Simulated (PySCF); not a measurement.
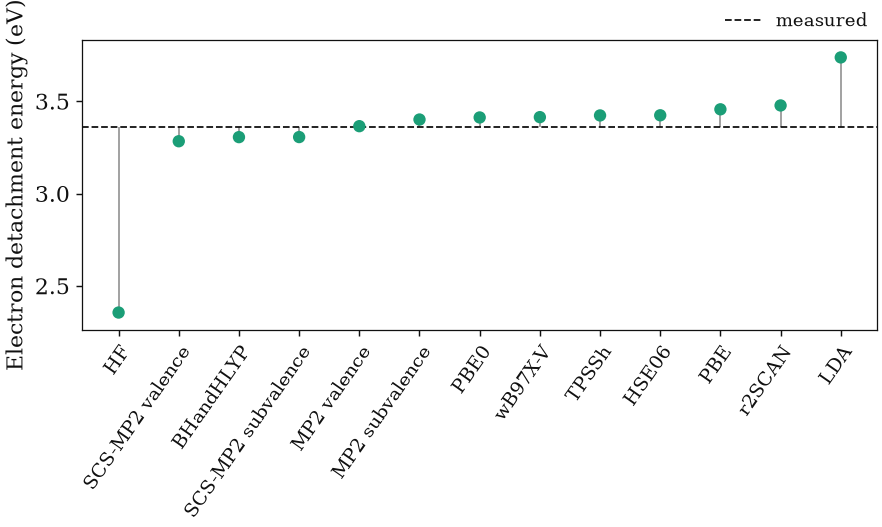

The electron detachment energy of Br⁻ ([Kr] → [Ar] 3d¹⁰ 4s² 4p⁵) across levels of theory. PySCF, x2c-TZVPPall plus 1 diffuse shell for each l, spin-free X2C-1e, unrestricted single determinants, no spin-orbit coupling. Methods marked “valence” freeze 28 core electrons; methods marked “subvalence” freeze 10 core electrons.

Question: How do the methods compare?

Answer: The values run from 2.36 eV (HF) to 3.74 eV (LDA). The measured value is 3.36 eV; nearest to it come MP2 valence (+0.00) and MP2 subvalence (+0.04), furthest HF (−1.01 eV). These values lack spin-orbit coupling; with the first-order correction of −0.15 eV added, r2SCAN comes nearest (−0.03).

```csv
Method,Electron detachment energy (eV)
HF,2.36
LDA,3.74
PBE,3.46
PBE0,3.41
r2SCAN,3.48
wB97X-V,3.41
HSE06,3.43
BHandHLYP,3.31
TPSSh,3.42
MP2 valence,3.37
SCS-MP2 valence,3.28
MP2 subvalence,3.40
SCS-MP2 subvalence,3.31
```

Known limits: highest occupied orbital is unbound.
